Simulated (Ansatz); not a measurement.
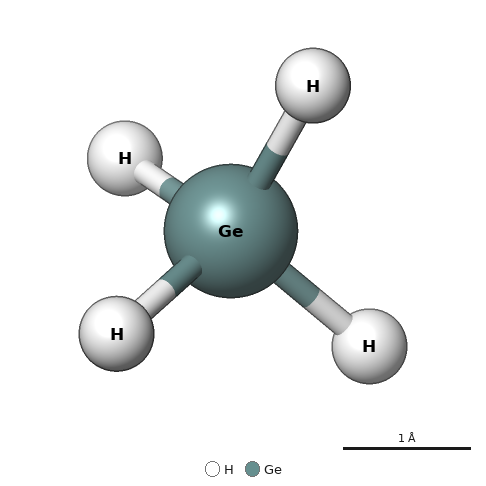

Every bond is drawn as one stick, whatever its order.

Identify the structure.

The molecule is GeH₄. This geometry has Td symmetry. Coordination: 1 Ge tetrahedral.

The parts below concern this one geometry. Atoms keep their numbers from picture to picture. Computed geometry: PBE0-D4/def2-TZVP optimisation.

## Vibrations

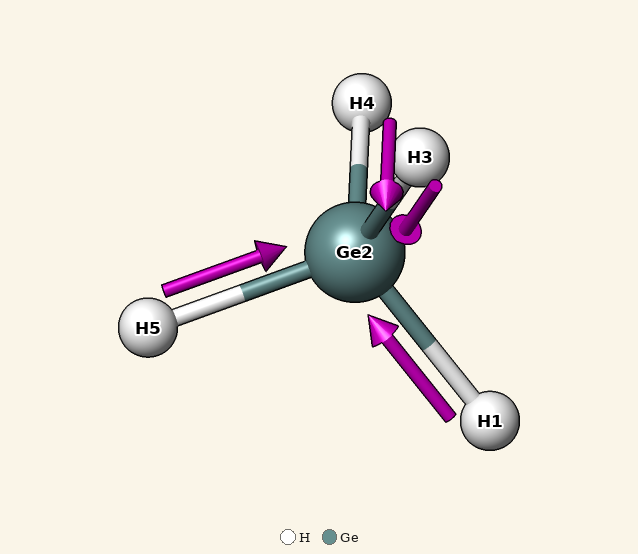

The arrows show one normal mode. Harmonic vibrations computed with RKS PBE0-D4/def2-TZVP (Ansatz 0.2.0) at a stationary point of the same level.

What kind of motion is it?

Answer. Mostly in-phase stretching of 4 Ge–H bonds.

Estimate its harmonic wavenumber.

Answer. 2169 cm⁻¹; it is mode 6 of 9 counted from the lowest.

## Thermal motion

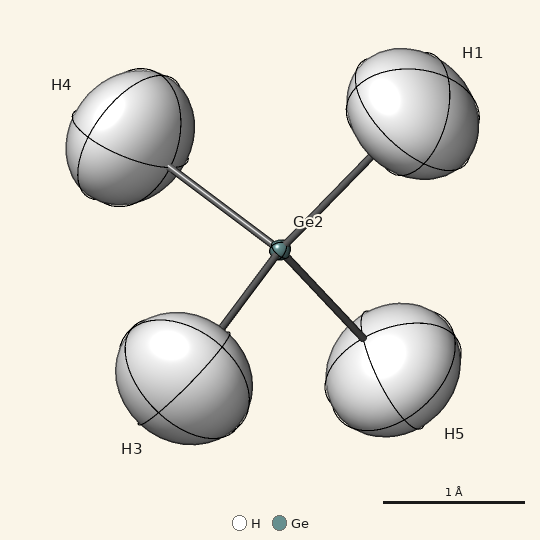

Displacement ellipsoids at the 50 % level, enlarged 3 times, from the internal vibrations of the free molecule (harmonic, no overall translation or rotation; no half-axis is drawn under 0.075 Å). Vibrations computed with RKS PBE0-D4/def2-TZVP (Ansatz 0.2.0). Temperature: 298 K.

Which atom has the largest mean-square displacement?

Answer. H1, H3, H4, H5, with U_eq = 0.0107 Å².

Give the displacement parameters, one line for each set of equivalent atoms.

```csv
atom,U_eq (Å²),rms amplitudes (Å)
"H1, H3, H4, H5",0.0107,"0.087, 0.111, 0.111"
Ge2,0.00001,"0.004, 0.004, 0.004"
```

## Charges

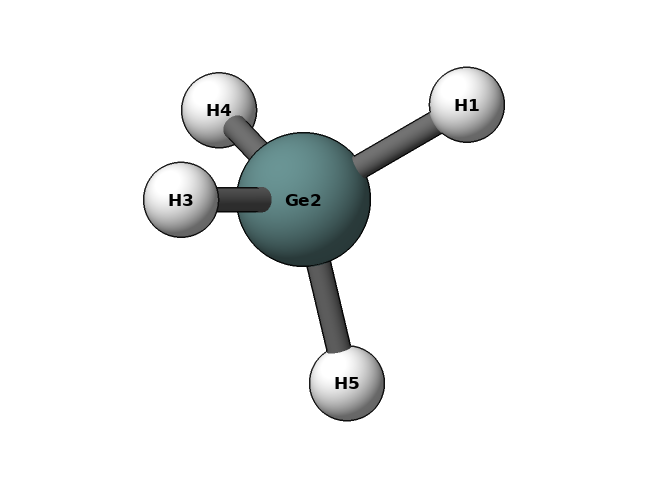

The questions are on Mulliken charges. Level of theory: RKS PBE0-D4/def2-TZVP (Ansatz 0.2.0).

Give the Mulliken charges atom by atom.

| atom | value (e) |
| --- | --- |
| H1 | 0.01 |
| Ge2 | −0.03 |
| H3 | 0.01 |
| H4 | 0.01 |
| H5 | 0.01 |

Mulliken values depend strongly on the basis set and can even reverse the polarity of a bond.
